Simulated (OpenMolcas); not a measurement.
# A workflow on [CuCl5]3− ([CuCl5]3-)

Aim: a series of 9 runs (ROHF/ANO-RCC-MB, CASSCF(9,5)/ANO-RCC-VDZ, CASPT2[IPEA 0](9,5)/ANO-RCC-VDZ, PC-NEVPT2(9,5)/ANO-RCC-VDZ, MC-PDFT[ftrevPBE](9,5)/ANO-RCC-VDZ, SC-NEVPT2(9,5)/ANO-RCC-VDZ, CASPT2(9,5)/ANO-RCC-VDZ) of [CuCl5]3− ([CuCl5]3-). 

The results are computed with OpenMolcas 26.06.

1 further run of the same task is left out (it didn't finish).

## (1) The structure to begin with

[CuCl5]3− has 6 atoms, charge -3, and is taken as a doublet. SMILES: `[Cl][Cu-3]([Cl])([Cl])([Cl])[Cl]`. The shape comes from GFN2-xTB, which is rough for such elements, and wasn't checked as a minimum.

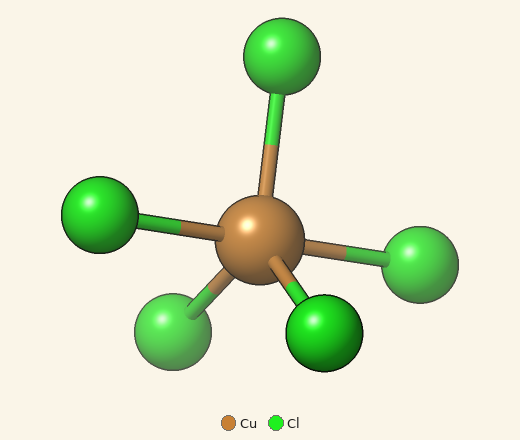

The structure, seen from a chosen angle (copper orange, chlorine green).

## (2) The energy at ROHF/ANO-RCC-MB (DKH2) (run 1)

step1.inp

```
&gateway
  coord
  6
  angstrom
  Cu       0.002370       0.001580      -0.000890
  Cl      -0.012360      -0.004730       2.278500
  Cl       0.022230       0.010810      -2.280240
  Cl       2.301370       0.005220       0.019220
  Cl      -1.169520       1.978900      -0.005170
  Cl      -1.144100      -1.991790      -0.011420
  basis = ANO-RCC-MB
  group = NoSym

&seward

&scf
  uhf
  charge = -3
  spin = 2
  prorbitals = 1 2

&rasscf
  fileorb = $Project.UnaOrb
  spin = 2
  nactel = 1 0 0
  inactive = 58
  ras2 = 1
  outorbitals = Canonical
  orblisting = Few
```

Command:

```
$ export MOLCAS_MEM=1860
$ pymolcas step1.inp > step1.log
```

The log of the run:

```text
--- Start Module: gateway ---
[...]
--- Stop Module: gateway /rc=_RC_ALL_IS_WELL_ ---
[...]
      Basis functions           63
[...]
--- Start Module: scf ---
[...]
       Convergence after  15 Iterations
[...]
::    Total SCF energy                              -3957.5939959981
[...]
      Total spin, S                                     0.5001686052
[...]
--- Stop Module: scf /rc=_RC_ALL_IS_WELL_ ---
[...]
--- Start Module: rasscf ---
[...]
      Number of active orbitals                  1
[...]
      Spin quantum number                      0.5
[...]
      Active orbitals                            1
[...]
      Number of CSFs                             1
[...]
      Number of root(s) required                 1
[...]
      Convergence after  4 iterations
[...]
      printout of CI-coefficients larger than  0.05 for root  1
      energy=   -3957.593895
      conf/sym  1     Coeff  Weight
             1  u   1.00000 1.00000
      Natural orbitals and occupation numbers for root  1
      sym 1:   1.000000
      ************************************************************************************************************************
      *                                                    Final results                                                     *
[...]
::    RASSCF root number  1 Total energy:  -3957.59389527
[...]
      Total electronic charge=  117.000000
      Total            charge=   -3.000000
[...]
      Dipole Moment (debye):
      Origin of the operator (angstrom)=    0.0003    0.0002   -0.0001
                   X=  2.7889E-02               Y=  2.0303E-02               Z= -8.3011E-03           Total=  3.5481E-02
      Center of Charge (angstrom)
[...]
--- Stop Module: rasscf /rc=_RC_ALL_IS_WELL_ ---
[...]
```

Run time: 11 s. Hardware: 1 thread of Arm Neoverse V2, shared host; peak memory 0.42 GiB.

## (3) The excited states at CASSCF(9,5)/ANO-RCC-VDZ (DKH2, RICD fitting, 5 states averaged) (run 2)

step2.inp

```
* Cl5Cu CASSCF
&GATEWAY
Coord
6
angstrom
Cu       0.002370       0.001580      -0.000890
Cl      -0.012360      -0.004730       2.278500
Cl       0.022230       0.010810      -2.280240
Cl       2.301370       0.005220       0.019220
Cl      -1.169520       1.978900      -0.005170
Cl      -1.144100      -1.991790      -0.011420
Basis = ANO-RCC-MB
Group = NoSym
&SEWARD
&RASSCF
FileOrb = $CurrDir/step1.RasOrb
Alter = 4
1 40 55
1 41 56
1 42 57
1 43 58
Spin = 2
Nactel = 9 0 0
Inactive = 54
Ras2 = 5
CIRoot = 5 5 1
OrbListing = Nothing
>>> COPY $Project.RunFile RUNFIL1
>>> COPY $Project.RasOrb INPORB
&GATEWAY
Coord
6
angstrom
Cu       0.002370       0.001580      -0.000890
Cl      -0.012360      -0.004730       2.278500
Cl       0.022230       0.010810      -2.280240
Cl       2.301370       0.005220       0.019220
Cl      -1.169520       1.978900      -0.005170
Cl      -1.144100      -1.991790      -0.011420
Basis = ANO-RCC-VDZ
Group = NoSym
RICD
&SEWARD
>>> COPY $Project.RunFile RUNFIL2
&EXPBAS
&RASSCF
FileOrb = $Project.ExpOrb
Spin = 2
Nactel = 9 0 0
Inactive = 54
Ras2 = 5
CIRoot = 5 5 1
OrbListing = Few
OrbAppear = Compact
```

Command:

```
$ export MOLCAS_MEM=1860
$ pymolcas step2.inp > step2.log
```

The log of the run:

```text
--- Start Module: gateway ---
[...]
      Basis functions           63
[...]
      Number of active orbitals                  5
[...]
      Spin quantum number                      0.5
[...]
      Active orbitals                            5
[...]
      Number of CSFs                             5
[...]
      Number of root(s) required                 5
[...]
      Convergence after 14 iterations
[...]
      printout of CI-coefficients larger than  0.05 for root  1
      energy=   -3957.593523
      conf/sym  11111     Coeff  Weight
             1  2222u   0.48947 0.23958
             2  222u2  -0.05240 0.00275
             3  22u22  -0.55333 0.30618
             4  2u222  -0.35657 0.12714
             5  u2222  -0.56952 0.32435
[...]
      Natural orbitals and occupation numbers for root  1
      sym 1:   1.000000   2.000000   2.000000   2.000000   2.000000
      Natural orbitals and occupation numbers for root  2
      sym 1:   2.000000   2.000000   1.000000   2.000000   2.000000
      Natural orbitals and occupation numbers for root  3
      sym 1:   2.000000   2.000000   2.000000   1.000000   2.000000
[...]
::    RASSCF root number  1 Total energy:  -3957.59352336
::    RASSCF root number  2 Total energy:  -3957.56395449
[...]
      Basis functions           92
[...]
      Convergence after 15 iterations
[...]
      Natural orbitals and occupation numbers for root  2
      sym 1:   2.000000   2.000000   2.000000   2.000000   1.000000
      Natural orbitals and occupation numbers for root  3
      sym 1:   2.000000   2.000000   2.000000   1.000000   2.000000
      Natural orbitals and occupation numbers for root  4
      sym 1:   1.000000   2.000000   2.000000   2.000000   2.000000
      Natural orbitals and occupation numbers for root  5
      sym 1:   2.000000   1.000000   2.000000   2.000000   2.000000
      ************************************************************************************************************************
      *                                                    Final results                                                     *
[...]
::    RASSCF root number  2 Total energy:  -3957.75416602
::    RASSCF root number  3 Total energy:  -3957.75397860
::    RASSCF root number  4 Total energy:  -3957.74856423
::    RASSCF root number  5 Total energy:  -3957.74850954
[...]
      Total electronic charge=  117.000000
      Total            charge=   -3.000000
[...]
      Dipole Moment (debye):
      Origin of the operator (angstrom)=    0.0003    0.0002   -0.0001
                   X= -4.1600E-03               Y=  6.8199E-04               Z= -1.0037E-02           Total=  1.0887E-02
      Center of Charge (angstrom)
[...]
```

Wall time 21 s (1 thread of Arm Neoverse V2, shared host); peak memory 0.42 GiB.

The roots found:

```tsv
excited state	energy (eV)
1	0.589
2	0.594
3	0.741
4	0.742
```

Runs 3 to 5 aren't shown in full; the table further down has their settings and results.

## (4) The excited states at MC-PDFT[ftrevPBE](9,5)/ANO-RCC-VDZ (DKH2, RICD fitting, 5 states averaged) (run 6)

step6.inp

```
* Cl5Cu MC-PDFT
>>> EXPORT MOLCAS_PRINT=2

&GATEWAY
  Coord
  6
  angstrom
  Cu       0.002370       0.001580      -0.000890
  Cl      -0.012360      -0.004730       2.278500
  Cl       0.022230       0.010810      -2.280240
  Cl       2.301370       0.005220       0.019220
  Cl      -1.169520       1.978900      -0.005170
  Cl      -1.144100      -1.991790      -0.011420
  Basis = ANO-RCC-VDZ
  Group = NoSym
  RICD

&SEWARD

&RASSCF
  FileOrb = $CurrDir/step2.RasOrb
  Spin = 2
  Nactel = 9 0 0
  Inactive = 54
  Ras2 = 5
  CIRoot = 5 5 1
  OrbListing = Few
  OrbAppear = Compact

&MCPDFT
  KSDFT = FT:revPBE
```

Command:

```
$ export MOLCAS_MEM=1860
$ pymolcas step6.inp > step6.log
```

The log of the run:

```text
--- Start Module: gateway ---
[...]
--- Stop Module: gateway /rc=_RC_ALL_IS_WELL_ ---
[...]
      Basis functions           92
[...]
--- Start Module: rasscf ---
[...]
      Number of active orbitals                  5
[...]
      Spin quantum number                      0.5
[...]
      Active orbitals                            5
[...]
      Number of CSFs                             5
[...]
      Number of root(s) required                 5
[...]
      Convergence after  4 iterations
[...]
      printout of CI-coefficients larger than  0.05 for root  1
      energy=   -3957.775793
      conf/sym  11111     Coeff  Weight
             3  22u22   0.24705 0.06104
             4  2u222   0.18415 0.03391
             5  u2222   0.95043 0.90332
[...]
      Natural orbitals and occupation numbers for root  1
      sym 1:   1.000000   2.000000   2.000000   2.000000   2.000000
      Natural orbitals and occupation numbers for root  2
      sym 1:   2.000000   2.000000   2.000000   1.000000   2.000000
      Natural orbitals and occupation numbers for root  3
      sym 1:   2.000000   2.000000   2.000000   2.000000   1.000000
      Natural orbitals and occupation numbers for root  4
      sym 1:   2.000000   2.000000   1.000000   2.000000   2.000000
      Natural orbitals and occupation numbers for root  5
      sym 1:   2.000000   1.000000   2.000000   2.000000   2.000000
      ************************************************************************************************************************
      *                                                    Final results                                                     *
[...]
::    RASSCF root number  1 Total energy:  -3957.77579287
::    RASSCF root number  2 Total energy:  -3957.75416600
[...]
      Total electronic charge=  117.000000
      Total            charge=   -3.000000
[...]
      Dipole Moment (debye):
      Origin of the operator (angstrom)=    0.0003    0.0002   -0.0001
                   X= -4.1657E-03               Y=  6.7944E-04               Z= -1.0037E-02           Total=  1.0888E-02
      Center of Charge (angstrom)
[...]
--- Stop Module: rasscf /rc=_RC_ALL_IS_WELL_ ---
[...]
--- Start Module: mcpdft ---
[...]
::    MCPDFT root number  2 Total energy:  -3963.04268313
::    MCPDFT root number  3 Total energy:  -3963.04242226
::    MCPDFT root number  4 Total energy:  -3963.03366401
::    MCPDFT root number  5 Total energy:  -3963.03359631
--- Stop Module: mcpdft /rc=_RC_ALL_IS_WELL_ ---
[...]
```

Run time: 12 s. Hardware: 1 thread of Arm Neoverse V2, shared host; peak memory 0.16 GiB.

The roots found:

```tsv
excited state	energy (eV)
1	0.901
2	0.909
3	1.147
4	1.149
```

Runs 7 to 8 aren't shown in full; the table further down has their settings and results.

## (5) The vertical excitations at CASPT2(9,5)/ANO-RCC-VDZ (DKH2, RICD fitting, fock type G1, ipea shift 0.25 Eh, pt2 variant XMS, 5 states averaged) (run 9)

step9.input

```
&GATEWAY
  Coord
  6
  angstrom
  Cu       0.002370       0.001580      -0.000890
  Cl      -0.012360      -0.004730       2.278500
  Cl       0.022230       0.010810      -2.280240
  Cl       2.301370       0.005220       0.019220
  Cl      -1.169520       1.978900      -0.005170
  Cl      -1.144100      -1.991790      -0.011420
  Basis = ANO-RCC-VDZ
  Group = NoSym
  RICD

&SEWARD

&RASSCF
  FileOrb = $CurrDir/step2.RasOrb
  Spin = 2
  Nactel = 9 0 0
  Inactive = 54
  Ras2 = 5
  CIRoot = 5 5 1
  OrbListing = Few
  OrbAppear = Compact

&CASPT2
  XMultistate = all
  Sig2 = 0.3
  FockType = G1
```

Command:

```
$ export MOLCAS_MEM=1860
$ pymolcas step9.input > step9.log
```

The log of the run:

```text
--- Start Module: gateway ---
[...]
--- Stop Module: gateway /rc=_RC_ALL_IS_WELL_ ---
[...]
      Basis functions           92
[...]
--- Start Module: rasscf ---
[...]
      Number of active orbitals                  5
[...]
      Spin quantum number                      0.5
[...]
      Active orbitals                            5
[...]
      Number of CSFs                             5
[...]
      Number of root(s) required                 5
[...]
      Convergence after  4 iterations
[...]
      printout of CI-coefficients larger than  0.05 for root  1
      energy=   -3957.775793
      conf/sym  11111     Coeff  Weight
             3  22u22   0.24705 0.06104
             4  2u222   0.18415 0.03391
             5  u2222   0.95043 0.90332
[...]
      Natural orbitals and occupation numbers for root  1
      sym 1:   1.000000   2.000000   2.000000   2.000000   2.000000
      Natural orbitals and occupation numbers for root  2
      sym 1:   2.000000   2.000000   2.000000   1.000000   2.000000
      Natural orbitals and occupation numbers for root  3
      sym 1:   2.000000   2.000000   2.000000   2.000000   1.000000
      Natural orbitals and occupation numbers for root  4
      sym 1:   2.000000   2.000000   1.000000   2.000000   2.000000
      Natural orbitals and occupation numbers for root  5
      sym 1:   2.000000   1.000000   2.000000   2.000000   2.000000
      ************************************************************************************************************************
      *                                                    Final results                                                     *
[...]
::    RASSCF root number  1 Total energy:  -3957.77579287
::    RASSCF root number  2 Total energy:  -3957.75416600
[...]
      Total electronic charge=  117.000000
      Total            charge=   -3.000000
[...]
      Dipole Moment (debye):
      Origin of the operator (angstrom)=    0.0003    0.0002   -0.0001
                   X= -4.1657E-03               Y=  6.7944E-04               Z= -1.0037E-02           Total=  1.0888E-02
      Center of Charge (angstrom)
[...]
--- Stop Module: rasscf /rc=_RC_ALL_IS_WELL_ ---
[...]
--- Start Module: caspt2 ---
[...]
 ###    WARNING: User-modified 0th-order Hamiltonian!                        ###
 ###############################################################################
[...]
::    XMS-CASPT2 Root  2     Total energy:  -3958.34153911
::    XMS-CASPT2 Root  3     Total energy:  -3958.34120271
::    XMS-CASPT2 Root  4     Total energy:  -3958.33041084
::    XMS-CASPT2 Root  5     Total energy:  -3958.33034911
[...]
--- Stop Module: caspt2 /rc=_RC_ALL_IS_WELL_ ---
[...]
```

Run time: 14 s. Hardware: 1 thread of Arm Neoverse V2, shared host; peak memory 0.16 GiB.

The roots found:

```tsv
excited state	energy (eV)
1	1.007
2	1.016
3	1.310
4	1.311
```

## (6) All runs side by side

```tsv
run	level	integral approximation	task	energy (Eh)	wall time
1	ROHF/ANO-RCC-MB (DKH2)	none	energy	-3957.593895	11 s
2	CASSCF(9,5)/ANO-RCC-VDZ (DKH2, RICD fitting, 5 states averaged)	RICD	excited	-3957.775793	21 s
3	CASSCF(9,5)/ANO-RCC-VDZ (DKH2, RICD fitting, multiplet size 2, 5 states averaged)	RICD	magnetism	-3957.775793	8.1 s
4	CASPT2[IPEA 0](9,5)/ANO-RCC-VDZ (DKH2, RICD fitting, ipea shift 0 Eh, multiplet size 2, pt2 variant MS, 5 states averaged)	RICD	magnetism	-3958.374152	14 s
5	PC-NEVPT2(9,5)/ANO-RCC-VDZ (DKH2, RICD fitting, pt2 variant QD-PC-NEVPT2, 5 states averaged)	RICD	excited	-3958.338773	12 s
6	MC-PDFT[ftrevPBE](9,5)/ANO-RCC-VDZ (DKH2, RICD fitting, 5 states averaged)	RICD	excited	-3963.075813	12 s
7	CASPT2[IPEA 0](9,5)/ANO-RCC-VDZ (DKH2, RICD fitting, ipea shift 0 Eh, pt2 variant SS)	RICD	energy	-3958.374490	9.9 s
8	SC-NEVPT2(9,5)/ANO-RCC-VDZ (DKH2, RICD fitting, pt2 variant SC-NEVPT2)	RICD	energy	-3958.339094	9.3 s
9	CASPT2(9,5)/ANO-RCC-VDZ (DKH2, RICD fitting, fock type G1, ipea shift 0.25 Eh, pt2 variant XMS, 5 states averaged)	RICD	excited	-3958.378543	14 s
```

## (7) Results

```
                                                                         quantity           value
                  run 9, CASPT2(9,5)/ANO-RCC-VDZ: energy of the lowest of 5 roots  -3958.37854 Eh
run 9, CASPT2(9,5)/ANO-RCC-VDZ: lowest excitation energy within this active space         1.01 eV
```

What this shows: In run 1 the basis is minimal, so the values are rough. All runs together took 1.9 min, the longest 21 s.

A small anion of this charge may not be bound in the gas phase; the finite basis can hold electrons that would leave.
